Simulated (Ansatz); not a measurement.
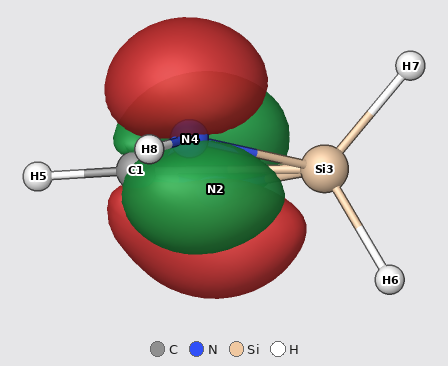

The picture shows: CH4N2Si. The HOMO at ±0.15 Å⁻³ᐟ² (green and red are the two phases), seen from one side.

Geometry: PBE0-D4/def2-TZVP.

Computed with RKS PBE0-D4/def2-TZVPP in Ansatz.

Input

```
crystal:
  periodic: [false, false, false]
  atoms:
    - {symbol: C, position_ang: [0.215992, -0.676935, -0.906657]}
    - {symbol: N, position_ang: [1.278296, -0.621054, -0.169555]}
    - {symbol: Si, position_ang: [0.344369, 0.473503, 0.845683]}
    - {symbol: N, position_ang: [-0.780620, 0.194880, -0.489373]}
    - {symbol: H, position_ang: [0.085697, -1.314262, -1.786785]}
    - {symbol: H, position_ang: [-0.101800, -0.068814, 2.151238]}
    - {symbol: H, position_ang: [0.806095, 1.873319, 1.005944]}
    - {symbol: H, position_ang: [-1.755930, 0.082263, -0.706195]}
basis:
  gaussian: {orbitals: def2-TZVPP}
hamiltonian: {xc: pbe0, dispersion: d4}
output: {orbitals: {seedname: orbitals}}
```

Command:

```sh
ansatz run in.yaml --threads 2 --pin off --events-out ev --progress --plain --max-ram 4352MiB
```

> Where does this orbital lie, and at what energy?

It lies mainly on N4 (about 40 %), N2 (about 35 %) and C1 (about 10 %); largely a combination of lone pairs on N4 and N2. Its energy is −7.12 eV.
